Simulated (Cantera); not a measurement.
Charge: 1 mol Si2H6, 0.65 mol O2, 120 mol N2, 0.55 mol CO2, held at 0.00133 bar.

These are equilibrium values from Cantera (NASA tables, ideal gas, pure condensed phases), not measurements of a reactor. Candidate condensed phases: C, C6H6, C7H8, C8H18, H2O, Si, SiC, SiO2, Si2N2O, Si3N4; 151 gas species. The feed counts by its element totals alone. N2 is the only nitrogen source here; it is nearly inert below about 1500 K, so the nitride shown seldom forms there in practice. Mutual solubility and eutectic melting of coexisting phases are not modelled. The tables hold silica as quartz up to 1696 K and as liquid above; real silica turns to tridymite and cristobalite and melts near 1996 K. Kinetics and transport are ignored.

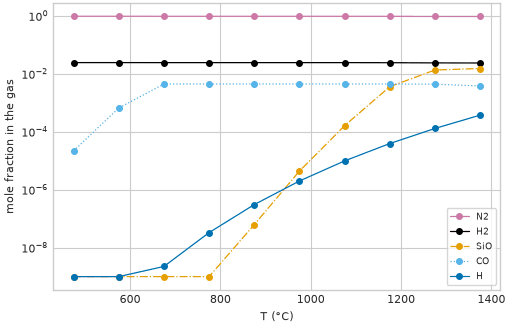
*Equilibrium gas composition (values under 1e-9 drawn at 1e-9)*

At 475 °C the condensed part is C(graphite) + SiO2(α-quartz) + Si2N2O(s). At 575 °C the condensed part is C(graphite) + SiO2(β-quartz) + Si2N2O(s). From 675 °C to 1175 °C the condensed part is SiO2(β-quartz) + Si2N2O(s). At 1275 °C the condensed part is Si2N2O(s). At 1375 °C the condensed part is SiC(s).
